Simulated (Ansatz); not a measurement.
# SiH2O2 (SMILES O[Si]O) at SVWN5/aug-cc-pVDZ

Aim: the energy change on altering one bond length of SiH2O2 at SVWN5/aug-cc-pVDZ, from 2 runs. 

Program for the calculation: Ansatz 0.2.0.

64 further runs of the same task are left out: 64 set aside as unsound or not needed.

### Step 1. The structure to begin with

SiH2O2 has 5 atoms, charge 0, and is taken as a singlet. SMILES: `O[Si]O`. The shape is that of a PBE0-D4/def2-TZVP optimisation. This is one conformer, not always the lowest.

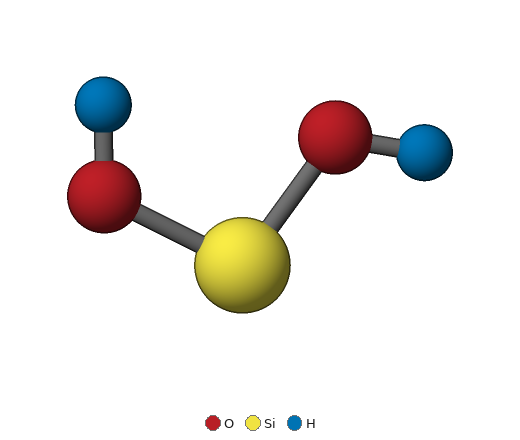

Viewed from a chosen angle; oxygen red, silicon yellow, hydrogen blue.

### Step 2. The energy at SVWN5/aug-cc-pVDZ

Input file job.yaml:

```yaml
crystal:
  periodic: [false, false, false]
  atoms:
    - {symbol: O, position_ang: [-1.443200, -0.105600, -0.275000]}
    - {symbol: Si, position_ang: [-0.212000, -0.791300, 0.567700]}
    - {symbol: O, position_ang: [1.036000, 0.187500, 0.068600]}
    - {symbol: H, position_ang: [-1.231900, 0.648900, -0.836100]}
    - {symbol: H, position_ang: [1.901100, -0.013100, 0.433400]}
basis:
  gaussian:
    orbitals: aug-cc-pVDZ
hamiltonian:
  xc: {name: SVWN5}
accuracy: high
output: {orbitals: {seedname: orbitals}}
```

Run with:

```console
$ ansatz run job.yaml --threads 1 --pin off --max-ram 3480MiB --events-out events.jsonl --progress --plain --runs-dir runs
```

Output:

```text
Warning: RAYON_NUM_THREADS=1 ignored (pool sized by the plan → 1); use --threads N
Functional definition: SVWN5
  name "SVWN5"
  exchange = slater_x
  correlation = vwn5_c
1788 factors; integrals over basis functions are off by at most 3.4e-9 eV
mean field evaluation 1: about -11933.1489 eV, gradient 8.5e1 eV
mean field evaluation 2: about -11850.3413 eV, gradient 2.1e2 eV
mean field evaluation 4: about -11945.5204 eV, gradient 6.9e0 eV
mean field evaluation 8: about -11945.6684 eV, gradient 2.1e-1 eV
mean field evaluation 16: about -11945.6685 eV, gradient 4.4e-6 eV
mean field -11945.66851490 eV, -438.9952208578 hartree, gradient 2.2e-8 eV, S^2 0.000000; 0 other end points of the search recorded, 0 dependent functions left out
reference -11945.66851974 eV, -438.9952210355 hartree; 16, 16 occupied and 75, 75 virtual orbitals, 1788 factors
Total energy: -11945.66851974 eV, -438.9952210355 hartree
```

Run time: 3 s. Hardware: 1 thread of Arm Neoverse V2, shared host; peak memory 0.2 GiB.

### Step 3. The distorted shape

Input file molecule.yaml:

```yaml
crystal:
  periodic: [false, false, false]
  atoms:
    - {symbol: O, position_ang: [-1.875757, -0.005298, -0.457403]}
    - {symbol: Si, position_ang: [-0.644557, -0.690998, 0.385297]}
    - {symbol: O, position_ang: [0.603443, 0.287802, -0.113803]}
    - {symbol: H, position_ang: [-1.664457, 0.749202, -1.018503]}
    - {symbol: H, position_ang: [1.901100, -0.013100, 0.433400]}
basis:
  gaussian:
    orbitals: aug-cc-pVDZ
accuracy: high
hamiltonian:
  xc: {name: SVWN5}
output: {orbitals: {seedname: orbitals}}
```

Run with:

```console
$ ansatz run molecule.yaml --threads 1 --pin off --max-ram 3480MiB --events-out events.jsonl --progress --plain --runs-dir runs
```

Output:

```text
Warning: RAYON_NUM_THREADS=1 ignored (pool sized by the plan → 1); use --threads N
Functional definition: SVWN5
  name "SVWN5"
  exchange = slater_x
  correlation = vwn5_c
1807 factors; integrals over basis functions are off by at most 3.2e-9 eV
mean field evaluation 1: about -11929.5842 eV, gradient 8.6e1 eV
mean field evaluation 2: about -11806.2004 eV, gradient 2.3e2 eV
mean field evaluation 4: about -11942.6873 eV, gradient 2.0e1 eV
mean field evaluation 8: about -11943.5338 eV, gradient 3.2e-1 eV
mean field evaluation 16: about -11943.5339 eV, gradient 5.3e-5 eV
mean field -11943.53390202 eV, -438.9167752812 hartree, gradient 6.1e-8 eV, S^2 0.000000; 0 other end points of the search recorded, 0 dependent functions left out
reference -11943.53390678 eV, -438.9167754562 hartree; 16, 16 occupied and 75, 75 virtual orbitals, 1807 factors
Total energy: -11943.53390678 eV, -438.9167754562 hartree
```

It took 3.6 s on 1 thread of Arm Neoverse V2, shared host; peak memory 0.2 GiB.

### Step 4. Summary of results

Level: SVWN5/aug-cc-pVDZ.

| quantity | value |
| --- | --- |
| first shape: total energy | -438.99522 Eh |
| first shape: HOMO energy | -6.17 eV |
| first shape: LUMO energy | -2.22 eV |
| first shape: HOMO–LUMO gap | 3.95 eV |
| distorted shape: total energy | -438.91678 Eh |
| distorted shape: HOMO energy | -5.99 eV |
| distorted shape: LUMO energy | -3.69 eV |
| distorted shape: HOMO–LUMO gap | 2.29 eV |
| energy change with the O3–H5 bond stretched from 0.960 to 1.440 Å | 2.135 eV |

In words: One bond (distorted shape) is far stretched, which a spin-restricted single reference describes badly; a broken-symmetry solution may lie lower. With the O3–H5 bond stretched from 0.960 to 1.440 Å the energy rises by 2.13 eV (49 kcal/mol). The first shape isn't relaxed at this level, so the change isn't measured from a minimum. A restricted reference can't describe the breaking bond well at this length.
